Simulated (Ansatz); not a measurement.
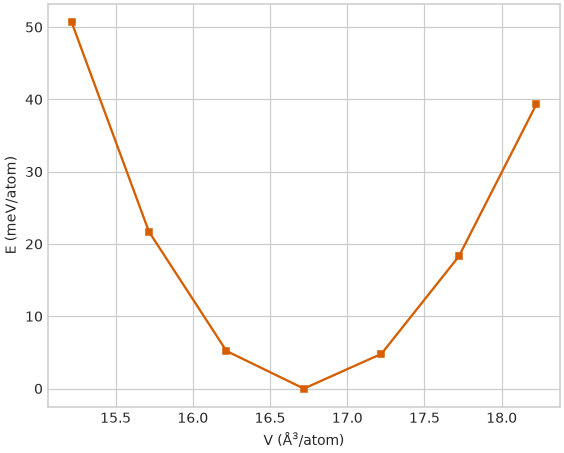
*TeO$_{2}$ (anatase, I4_1/amd) under volume change, PBE in the plane-wave PAW code Ansatz, shape and atoms relaxed at each volume.*

Q: What does a third-order Birch–Murnaghan fit give for V₀, B₀ and B′?

A: V₀ = 16.72 Å³/atom, B₀ = 104 GPa, B′ = 3.1.

A made-up cell: these elements were put on the sites of a structure type; neither database checked (COD, Materials Project) lists it. COD files the formula under space group No. 19, 61, 92, 136, so this cell is another polymorph or a model. Whether it is the stable phase at ambient conditions was not checked. The cell was relaxed with PBE under the symmetry of its start; its stability against distortions is not shown here. Spin–orbit coupling is left out wherever it is not named.

Potentials: the later of the program's two PAW sets.
